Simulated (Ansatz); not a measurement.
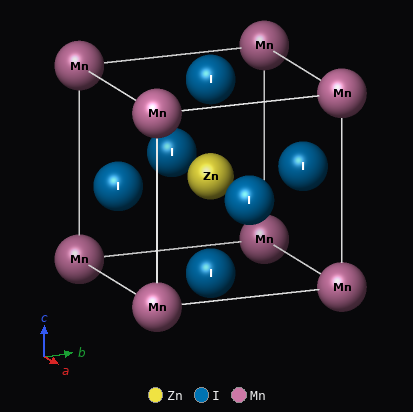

Structure drawing (spheres-only), viewed slightly off an axis. The edges of the simulation cell are marked.

```yaml
crystal:
  lattice:
    - [6.18677, 0.00000, 0.00000]
    - [0.00000, 6.18677, 0.00000]
    - [0.00000, 0.00000, 6.18677]
  atoms:
    - { symbol: Zn, position: [0.50000, 0.50000, 0.50000] }
    - { symbol: I, position: [0.00000, 0.50000, 0.50000] }
    - { symbol: I, position: [0.50000, 0.00000, 0.50000] }
    - { symbol: I, position: [0.50000, 0.50000, 0.00000] }
    - { symbol: Mn, position: [0.00000, 0.00000, 0.00000] }
```

The numbers come from DFT, PAW plane waves, r2SCAN (Ansatz), using 500 eV cutoff, a 6×6×6 sampling of the Brillouin zone, Fermi-Dirac smearing of 0.1 eV, no spin polarisation (a spin-restricted run, not always the ground state).

Q: How are the electrons shared out in a Bader analysis?

A: Mn +0.91 e; Zn +0.82 e; I -0.58 e.

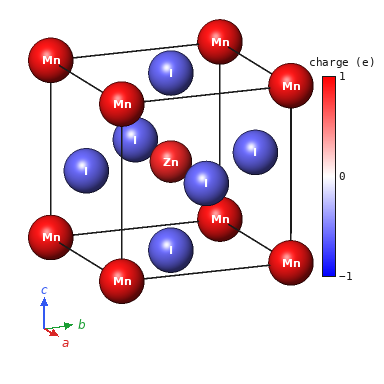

The atoms coloured by those charges.

About the cell: it is a generated cell, made by putting these elements into a known structure type (the compound may or may not exist in this form), and it is unrelaxed. It was run through Ansatz as a DFT input.

At this level of theory the cell isn't at rest (stretched, at -4 GPa), so its distances can differ from those at equilibrium, the more so the softer the solid.
